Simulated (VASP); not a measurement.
Band structure of KMgF3 (cubic perovskite). These are PBE GGA with D3 dispersion (Becke-Johnson damping), VASP's PBE PAW potentials (set 64) (plane waves; VASP 6.6.1) values and carry that method's errors.

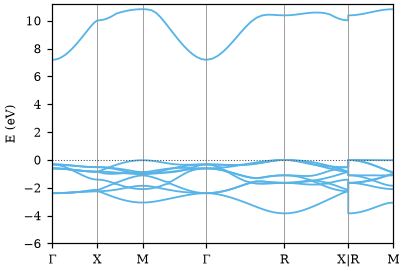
Bands along high-symmetry lines, zero at the valence-band maximum or, without a gap, the Fermi level

Problem. Read the plot: is there a gap, and where are the band edges?

Solution. The gap is indirect, 7.19 eV, from the valence maximum at R to the conduction minimum at Γ. (Edges off the drawn lines would not show.)

Measured: gap 12.40 eV (computed value off by -5.21 eV), as given by M. Sahnoun et al., Materials Chemistry and Physics (2004), doi:10.1016/j.matchemphys.2004.11.019.

The compound is KMgF3 in the cubic perovskite structure. It was relaxed first.
